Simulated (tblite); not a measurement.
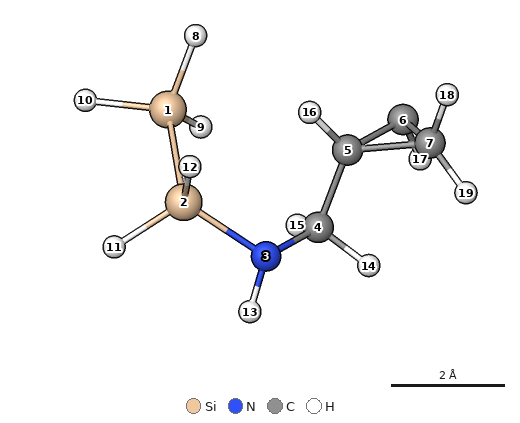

Starting structure of C$_{4}$H$_{12}$NSi$_{2}$ (multiplicity 2). Style: ball-and-stick. Shown at a tilt.

The calculation used GFN2-xTB geometry optimisation, gas phase (tblite).

```xyz
19

Si   -2.2970    0.8145    0.4588
Si   -1.6683   -1.3057    0.2520
N    -0.1068   -1.5314   -0.5488
C     0.6568   -0.3409   -0.7713
C     1.0085    0.3407    0.5520
C     1.8227    1.5894    0.3222
C     2.4621    0.3832    0.9662
H    -1.9598    1.3907    1.7912
H    -1.7785    1.6554   -0.6195
H    -3.7801    0.8275    0.3801
H    -2.7721   -2.0345   -0.3875
H    -1.5447   -1.8519    1.6287
H    -0.2681   -2.0464   -1.4513
H     1.6412   -0.6598   -1.2135
H     0.2027    0.3840   -1.4614
H     0.2916    0.2794    1.3759
H     2.1584    1.7714   -0.7262
H     2.6936    0.5218    2.0545
H     3.2280   -0.1782    0.4208
```

Predict the outcome.

Answer. H9 moves most after the best rigid fit: 1.50 Å. Largest moves by element: H 1.50 Å, C 1.02 Å, Si 0.88 Å, N 0.62 Å. Some distances before and after: Si1–Si2 2.221 → 2.304 Å, C5–C6 1.508 → 1.457 Å, C6–H17 1.116 → 1.069 Å, N3–H13 1.052 → 1.010 Å. Among the angles between lasting bonds that change: C7–C6–H17 113.8° → 130.0°, C5–C6–H17 116.1° → 130.6°, N3–Si2–H11 113.8° → 101.5°. Groups turn about C4–C5 by about 40°. Over 161 geometry steps the energy falls by 0.854 eV.

Final geometry:

```xyz
19

Si   -3.0545    0.6215    0.0537
Si   -1.6198   -1.1370    0.4501
N    -0.2271   -0.9234   -0.5511
C     0.5154    0.3077   -0.6272
C     1.4045    0.5150    0.5945
C     2.7196    1.1334    0.4958
C     2.6780   -0.3069    0.7536
H    -2.7953    1.7762    0.9236
H    -3.0056    1.1449   -1.3159
H    -4.4460    0.2322    0.2995
H    -2.0824   -2.4653    0.0291
H    -1.2961   -1.2685    1.8887
H     0.3873   -1.7200   -0.6410
H     1.1329    0.3006   -1.5319
H    -0.1972    1.1339   -0.7037
H     0.8208    0.6638    1.4972
H     3.1746    1.6760   -0.3056
H     2.9107   -0.6747    1.7438
H     2.9706   -1.0002   -0.0302
```

The end point in the same view:

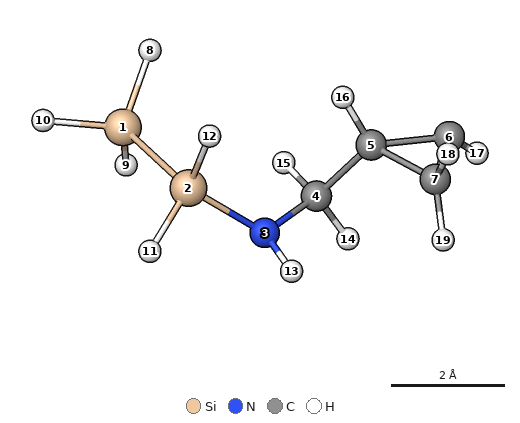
